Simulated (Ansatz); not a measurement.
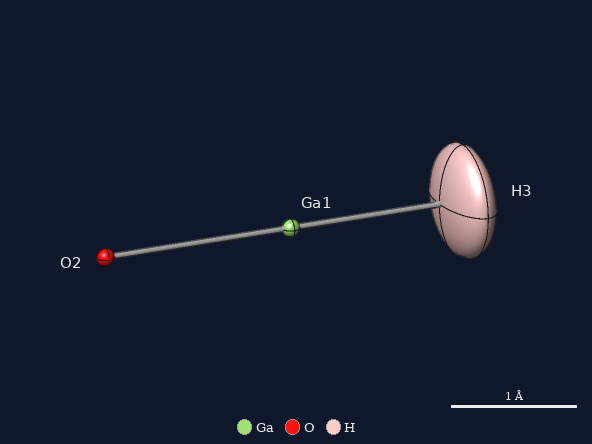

Displacement ellipsoids at the 50 % level, enlarged 1.5 times, from the internal vibrations of the free molecule (harmonic, no overall translation or rotation; no half-axis is drawn under 0.075 Å). Vibrations computed with RKS PBE0-D4/def2-TZVP (Ansatz 0.2.0). Temperature: 400 K.

Question. Which atom has the largest mean-square displacement?

Answer. H3, with U_eq = 0.0301 Å².

Question. Does H3 move more along its bond or across it?

Answer. Across it: the root-mean-square amplitude is 0.089 Å along the bond and up to 0.203 Å across, since bending and torsion are softer than stretching.

List U_eq and the three principal root-mean-square amplitudes for each kind of atom.

```json
{"atom": "Ga1", "U_eq (Å²)": "0.00004", "rms amplitudes (Å)": "0.006, 0.006, 0.007"}
{"atom": "O2", "U_eq (Å²)": "0.00041", "rms amplitudes (Å)": "0.012, 0.012, 0.031"}
{"atom": "H3", "U_eq (Å²)": "0.0301", "rms amplitudes (Å)": "0.089, 0.203, 0.203"}
```
